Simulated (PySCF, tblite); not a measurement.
# C6H10OS: a rotation path, then NMR shifts on frames, part 2 of 2

tblite 0.8.0 and PySCF 2.14.0. Atoms count from 0.

## Step 5: NMR shieldings: image 5, PBE0/pcSseg-1

Job settings and geometry (Å):

```
{"job": {"kind": "nmr", "xc": "PBE0", "basis": "pcSseg-1", "pop": false}, "charge": 0, "multiplicity": 1}
C      2.390000    -0.108900     1.344800
O      1.375400    -1.048600     1.066300
C      1.229400    -1.349600    -0.272100
S      0.614000     0.056400    -1.292900
C     -0.996900     0.255800    -0.591800
C     -2.225200     0.921900    -1.125900
C     -1.657400     1.332400     0.200600
C     -1.530200    -0.044300     0.774500
H      2.210700     0.827300     0.805500
H      3.373800    -0.499900     1.062400
H      2.356200     0.070500     2.417000
H      0.506900    -2.162700    -0.344100
H      2.180400    -1.627600    -0.744300
H     -3.161300     0.372300    -1.147300
H     -2.097500     1.601400    -1.958500
H     -1.351300     2.284600     0.573300
H     -2.413200    -0.671400     0.849500
H     -0.812700    -0.203400     1.569000
```

With the program's defaults for keys left out, this is: GIAO PBE0/pcSseg-1 NMR shielding, non-relativistic, gas phase.

Log:

```text
coarse grid: 15432 points
cycle   1  E = -707.2926855186  dE =  1.315e+00  |g| = 5.417e-01  |ddm| = 3.860e+00
cycle   2  E = -707.2408181606  dE =  5.187e-02  |g| = 7.718e-01  |ddm| = 1.003e+00
cycle   3  E = -707.3515667751  dE = -1.107e-01  |g| = 8.369e-02  |ddm| = 6.398e-01
cycle   4  E = -707.3528739913  dE = -1.307e-03  |g| = 3.227e-02  |ddm| = 1.181e-01
cycle   5  E = -707.3530995769  dE = -2.256e-04  |g| = 8.419e-03  |ddm| = 3.736e-02
cycle   6  E = -707.3531152403  dE = -1.566e-05  |g| = 3.068e-03  |ddm| = 1.175e-02
cycle   7  E = -707.3531174270  dE = -2.187e-06  |g| = 5.239e-04  |ddm| = 3.264e-03
final grid: 143928 points
cycle   8  E = -707.4135598525  dE = -3.741e-05  |g| = 1.257e-02  |ddm| = 3.430e-02
cycle   9  E = -707.4135351199  dE =  2.473e-05  |g| = 1.688e-02  |ddm| = 2.154e-02
cycle  10  E = -707.4135929603  dE = -5.784e-05  |g| = 1.160e-03  |ddm| = 1.270e-02
cycle  11  E = -707.4135932290  dE = -2.687e-07  |g| = 2.422e-04  |ddm| = 1.128e-03
cycle  12  E = -707.4135932407  dE = -1.174e-08  |g| = 9.137e-05  |ddm| = 4.269e-04
cycle  13  E = -707.4135932427  dE = -1.965e-09  |g| = 2.325e-05  |ddm| = 1.234e-04
cycle  14  E = -707.4135932428  dE = -1.173e-10  |g| = 5.065e-06  |ddm| = 2.311e-05
converged SCF energy = -707.4135932428

GIAO shielding tensors (ppm)
atom      isotropic    diamagn.    paramagn.     s11        s22        s33       span
  0 C      132.609     245.989    -113.381     96.940    117.695    183.191     86.251
  1 O      298.540     398.468     -99.928    260.314    300.834    334.472     74.158
  2 C      103.858     247.894    -144.036     62.701    106.597    142.275     79.574
  3 S      542.730    1057.046    -514.316    368.227    493.924    766.041    397.814
  4 C      166.203     250.317     -84.114    130.527    167.896    200.184     69.657
  5 C      151.894     256.336    -104.441    137.216    145.409    173.058     35.842
  6 C      179.958     258.440     -78.483    153.733    186.885    199.255     45.522
  7 C      151.428     252.151    -100.723    135.805    147.273    171.206     35.400
  8 H       27.547      30.542      -2.995     22.822     27.878     31.942      9.120
  9 H       29.030      28.316       0.714     24.911     26.000     36.178     11.267
 10 H       28.374      29.152      -0.778     24.317     26.026     34.779     10.463
 11 H       26.215      30.492      -4.277     19.936     26.955     31.754     11.818
 12 H       27.319      30.468      -3.148     20.559     27.283     34.116     13.556
 13 H       31.163      30.820       0.343     25.484     27.749     40.255     14.771
 14 H       30.339      31.829      -1.490     24.764     26.616     39.638     14.874
 15 H       30.296      33.659      -3.363     24.903     27.622     38.363     13.460
 16 H       31.161      30.621       0.540     25.822     27.604     40.057     14.235
 17 H       29.295      32.613      -3.318     21.740     28.556     37.589     15.850
```

Run time: 21 s. Hardware: 1 thread of AMD EPYC 9R14, shared host; peak memory 0.89 GiB.

This run: δ C2 83.1, C0 54.3, C7 35.5, C5 35.0, H11 5.50, H12 4.40 ppm.

## Step 6: NMR shieldings: image 6, PBE0/pcSseg-1

Job settings and geometry (Å):

```
{"job": {"kind": "nmr", "xc": "PBE0", "basis": "pcSseg-1", "pop": false}, "charge": 0, "multiplicity": 1}
C      2.366200    -0.342500     1.436300
O      1.363800    -1.211600     0.956500
C      1.271400    -1.259600    -0.418400
S      0.683800     0.322200    -1.170600
C     -0.951200     0.362600    -0.521200
C     -2.270600     0.712000    -1.138100
C     -1.789300     1.441400     0.079900
C     -1.439000     0.238000     0.891600
H      2.203100     0.677000     1.070000
H      3.360600    -0.677200     1.119900
H      2.298000    -0.360900     2.521500
H      0.557400    -2.043400    -0.669400
H      2.241100    -1.443600    -0.898900
H     -3.102000     0.021000    -1.040900
H     -2.251200     1.245800    -2.079400
H     -1.638100     2.482400     0.262500
H     -2.200000    -0.507200     1.098200
H     -0.712900     0.349900     1.686500
```

Method: GIAO PBE0/pcSseg-1 NMR shielding, non-relativistic, gas phase.

Log:

```text
coarse grid: 15432 points
cycle   1  E = -707.2942923643  dE =  1.314e+00  |g| = 5.425e-01  |ddm| = 3.858e+00
cycle   2  E = -707.2419445605  dE =  5.235e-02  |g| = 7.748e-01  |ddm| = 1.004e+00
cycle   3  E = -707.3534511887  dE = -1.115e-01  |g| = 8.296e-02  |ddm| = 6.378e-01
cycle   4  E = -707.3547354269  dE = -1.284e-03  |g| = 3.147e-02  |ddm| = 1.149e-01
cycle   5  E = -707.3549483277  dE = -2.129e-04  |g| = 8.194e-03  |ddm| = 3.615e-02
cycle   6  E = -707.3549629122  dE = -1.458e-05  |g| = 3.113e-03  |ddm| = 1.158e-02
cycle   7  E = -707.3549652001  dE = -2.288e-06  |g| = 4.639e-04  |ddm| = 3.353e-03
final grid: 143928 points
cycle   8  E = -707.4153191135  dE = -3.758e-05  |g| = 1.269e-02  |ddm| = 3.522e-02
cycle   9  E = -707.4152936428  dE =  2.547e-05  |g| = 1.708e-02  |ddm| = 2.238e-02
cycle  10  E = -707.4153529566  dE = -5.931e-05  |g| = 1.191e-03  |ddm| = 1.299e-02
cycle  11  E = -707.4153532438  dE = -2.873e-07  |g| = 2.434e-04  |ddm| = 1.151e-03
cycle  12  E = -707.4153532561  dE = -1.228e-08  |g| = 8.603e-05  |ddm| = 4.256e-04
cycle  13  E = -707.4153532579  dE = -1.810e-09  |g| = 2.189e-05  |ddm| = 1.288e-04
cycle  14  E = -707.4153532580  dE = -1.050e-10  |g| = 4.750e-06  |ddm| = 2.088e-05
converged SCF energy = -707.4153532580

GIAO shielding tensors (ppm)
atom      isotropic    diamagn.    paramagn.     s11        s22        s33       span
  0 C      132.111     245.978    -113.867     96.529    116.986    182.817     86.289
  1 O      303.926     398.048     -94.122    274.758    300.643    336.377     61.619
  2 C      103.870     247.653    -143.783     63.231    105.803    142.576     79.345
  3 S      527.706    1057.165    -529.458    367.849    469.110    746.159    378.310
  4 C      169.231     249.093     -79.862    134.469    170.022    203.202     68.733
  5 C      149.695     255.424    -105.729    131.434    146.289    171.362     39.929
  6 C      179.926     260.177     -80.251    152.933    187.945    198.902     45.969
  7 C      147.815     251.075    -103.260    128.131    146.426    168.887     40.756
  8 H       27.501      30.511      -3.010     22.767     27.894     31.841      9.074
  9 H       29.024      28.273       0.751     24.936     26.048     36.088     11.153
 10 H       28.344      29.007      -0.664     24.316     25.974     34.742     10.426
 11 H       26.241      30.471      -4.230     19.838     27.045     31.841     12.003
 12 H       27.330      30.647      -3.318     20.643     27.326     34.019     13.377
 13 H       31.034      30.860       0.174     25.488     27.679     39.934     14.446
 14 H       30.312      31.534      -1.222     24.881     26.505     39.552     14.671
 15 H       30.144      33.763      -3.619     24.781     27.113     38.538     13.757
 16 H       30.969      30.678       0.291     25.971     27.479     39.457     13.486
 17 H       29.950      32.483      -2.533     23.386     28.344     38.120     14.734
```

Run time: 21 s. Hardware: 1 thread of AMD EPYC 9R14, shared host; peak memory 0.89 GiB.

Key values: δ C2 83.1, C0 54.8, C7 39.1, C5 37.2, H11 5.48, H12 4.39 ppm.

## Step 7: Nuclear shieldings: image 8, PBE0/pcSseg-1

Job settings and geometry (Å):

```
{"job": {"kind": "nmr", "xc": "PBE0", "basis": "pcSseg-1", "pop": false}, "charge": 0, "multiplicity": 1}
C      2.337300    -0.791200     1.470100
O      1.344900    -1.403000     0.677400
C      1.341100    -0.991400    -0.637300
S      0.777200     0.756400    -0.861300
C     -0.865200     0.568100    -0.286300
C     -2.147400     0.294700    -1.018600
C     -2.017100     1.501800    -0.146800
C     -1.482300     0.803300     1.061700
H      2.213400     0.296800     1.481000
H      3.339800    -1.030800     1.097300
H      2.213200    -1.184400     2.476000
H      0.641000    -1.629900    -1.176600
H      2.336100    -1.027300    -1.099100
H     -2.763200    -0.534400    -0.686000
H     -2.153600     0.446100    -2.090600
H     -2.148100     2.540400    -0.359400
H     -2.056800    -0.000300     1.509600
H     -0.919200     1.391500     1.774700
```

With the program's defaults for keys left out, this is: GIAO PBE0/pcSseg-1 NMR shielding, non-relativistic, gas phase.

Log:

```text
coarse grid: 15432 points
cycle   1  E = -707.2959520299  dE =  1.317e+00  |g| = 5.445e-01  |ddm| = 3.859e+00
cycle   2  E = -707.2427694694  dE =  5.318e-02  |g| = 7.795e-01  |ddm| = 1.042e+00
cycle   3  E = -707.3557085583  dE = -1.129e-01  |g| = 8.193e-02  |ddm| = 6.600e-01
cycle   4  E = -707.3569594307  dE = -1.251e-03  |g| = 3.073e-02  |ddm| = 1.099e-01
cycle   5  E = -707.3571589598  dE = -1.995e-04  |g| = 7.876e-03  |ddm| = 3.381e-02
cycle   6  E = -707.3571718686  dE = -1.291e-05  |g| = 3.225e-03  |ddm| = 1.122e-02
cycle   7  E = -707.3571743295  dE = -2.461e-06  |g| = 4.971e-04  |ddm| = 3.591e-03
final grid: 143928 points
cycle   8  E = -707.4179404164  dE = -3.510e-05  |g| = 1.260e-02  |ddm| = 3.249e-02
cycle   9  E = -707.4179154687  dE =  2.495e-05  |g| = 1.685e-02  |ddm| = 2.255e-02
cycle  10  E = -707.4179741938  dE = -5.873e-05  |g| = 1.170e-03  |ddm| = 1.321e-02
cycle  11  E = -707.4179744787  dE = -2.850e-07  |g| = 2.278e-04  |ddm| = 1.149e-03
cycle  12  E = -707.4179744897  dE = -1.100e-08  |g| = 7.827e-05  |ddm| = 3.947e-04
cycle  13  E = -707.4179744913  dE = -1.518e-09  |g| = 1.827e-05  |ddm| = 1.186e-04
cycle  14  E = -707.4179744913  dE = -7.708e-11  |g| = 4.286e-06  |ddm| = 1.791e-05
converged SCF energy = -707.4179744913

GIAO shielding tensors (ppm)
atom      isotropic    diamagn.    paramagn.     s11        s22        s33       span
  0 C      130.886     245.266    -114.380     94.559    115.065    183.034     88.475
  1 O      299.861     398.132     -98.270    260.690    302.452    336.442     75.752
  2 C      102.178     248.041    -145.863     61.981    103.422    141.132     79.151
  3 S      498.321    1057.049    -558.728    339.424    441.559    713.981    374.557
  4 C      169.335     246.456     -77.120    132.353    174.005    201.649     69.296
  5 C      148.031     253.516    -105.484    122.555    147.434    174.105     51.550
  6 C      178.710     263.049     -84.339    151.232    189.313    195.585     44.352
  7 C      146.203     251.088    -104.885    121.716    147.193    169.699     47.984
  8 H       27.434      30.451      -3.017     22.722     27.718     31.862      9.140
  9 H       28.942      28.231       0.711     24.906     26.147     35.773     10.866
 10 H       28.144      28.933      -0.789     24.273     25.736     34.422     10.149
 11 H       26.151      30.886      -4.735     20.007     27.256     31.190     11.183
 12 H       27.293      30.977      -3.683     21.098     27.116     33.666     12.568
 13 H       30.918      30.931      -0.013     25.851     27.520     39.382     13.531
 14 H       30.356      31.190      -0.834     25.318     26.200     39.548     14.230
 15 H       29.740      34.020      -4.280     24.591     26.401     38.227     13.636
 16 H       30.927      30.859       0.069     26.384     27.278     39.120     12.736
 17 H       30.386      31.657      -1.271     25.442     26.833     38.881     13.439
```

Wall time 20 s (1 thread of AMD EPYC 9R14, shared host); peak memory 0.9 GiB.

Key values: δ C2 84.7, C0 56.0, C7 40.7, C5 38.9, H11 5.57, H12 4.42 ppm.

## Step 8: Side by side: NMR shifts

Shifts (ppm) of some atoms, chosen among heavy atoms and hydrogens apart, with basis size and wall time:

| frame | C2 | C7 | C5 | H15 | H17 | O1 | S3 | functions | time |
| --- | --- | --- | --- | --- | --- | --- | --- | --- | --- |
| image 0 | 84.1 | 40.3 | 40.3 | 2.47 | 1.40 | 37.0 | -35 | 193 | 21 s |
| image 2 | 79.1 | 29.9 | 37.2 | 2.04 | 1.62 | 27.7 | -38 | 193 | 21 s |
| image 5 | 83.1 | 35.5 | 35.0 | 1.42 | 2.42 | 37.5 | -39 | 193 | 21 s |
| image 6 | 83.1 | 39.1 | 37.2 | 1.57 | 1.77 | 32.2 | -24 | 193 | 21 s |
| image 8 | 84.7 | 40.7 | 38.9 | 1.98 | 1.33 | 36.2 | 5 | 193 | 20 s |

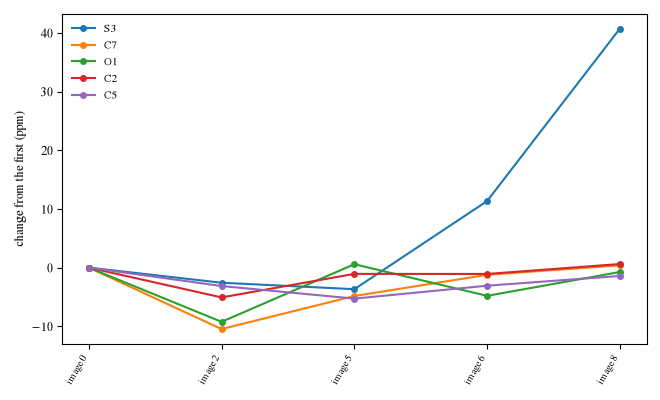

How five of the tabulated atoms move from run to run.

## Step 9: Results

What follows sums up all 2 parts.

| quantity | value |
| --- | --- |
| lowest and highest image | -0.025 and 0.059 eV |
| 13C shifts against TMS (PBE0/pcSseg-1, image 0) | 84.1, 55.6, 40.3, 40.3, 17.9, 10.2 ppm |
| 1H shifts against TMS (PBE0/pcSseg-1, image 0) | 4.97, 4.17, 4.05, 3.37, 2.69, 2.47, 1.40, 1.22, 0.74, 0.68 ppm |
| 17O shifts against H2O (PBE0/pcSseg-1, image 0) | 37.0 ppm |
| 33S shifts against CS2 (PBE0/pcSseg-1, image 0) | -35 ppm |
| range of the shift of S3 | -39 to 5 ppm |

What this shows: The band dips 0.6 kcal/mol below its start, so the start is not the lowest point of the turn; from the lowest image the climb to the highest is 1.9 kcal/mol (GFN2-xTB, rough). Shifts at one fixed geometry are not the observed spectrum, which averages over the motion. In the first frame run (image 0): The largest span, 404 ppm, is at S3, where the paramagnetic term is -518 ppm. In ppm, S3 moves most: its shift spreads over 44 ppm, from -39 (image 5) to 5 (image 8).
